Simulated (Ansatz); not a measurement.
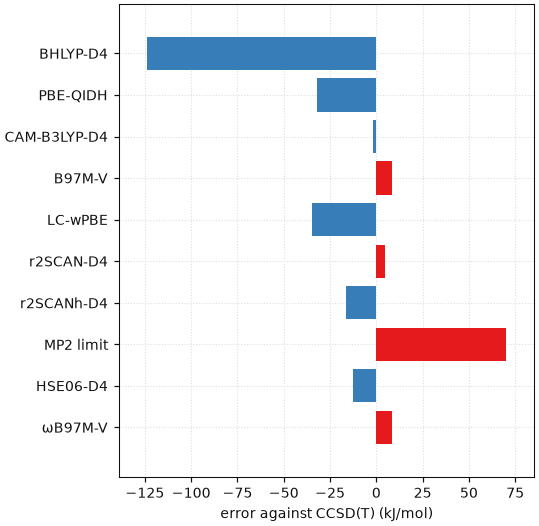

Error in the electronic atomisation energy (method less reference, so positive means overbinding) of C₂H₇ClOSi, SMILES C[Si](C)(O)Cl: functionals in def2-TZVPP against frozen-core CCSD(T) at the limit (MP2 extrapolated from triple and quadruple zeta, plus CCSD(T) less MP2 in a smaller set), which gives 4595.3 kJ/mol, at a PBE0-D4/def2-TZVP geometry (a minimum by its frequencies), no zero-point or spin-orbit term, the Ansatz code 0.2.0. The reference leaves out core correlation, a term that grows with the number of heavy atoms. PBE-QIDH holds a correlation term that converges slowly with the basis, so part of the distance to the limit is basis error. No dispersion term is added to PBE-QIDH and LC-wPBE. Limit means the basis limit.

**What range do the values span?**

From −123.7 kJ/mol (BHLYP-D4) to 69.9 kJ/mol (MP2 limit).

**Which of these levels overbind, and which underbind?**

Overbind: MP2 limit. Underbind: BHLYP-D4, PBE-QIDH and LC-wPBE. Within 25 kJ/mol of zero, too close to call in view of what the reference leaves out: CAM-B3LYP-D4, B97M-V, r2SCAN-D4, r2SCANh-D4, HSE06-D4 and ωB97M-V.
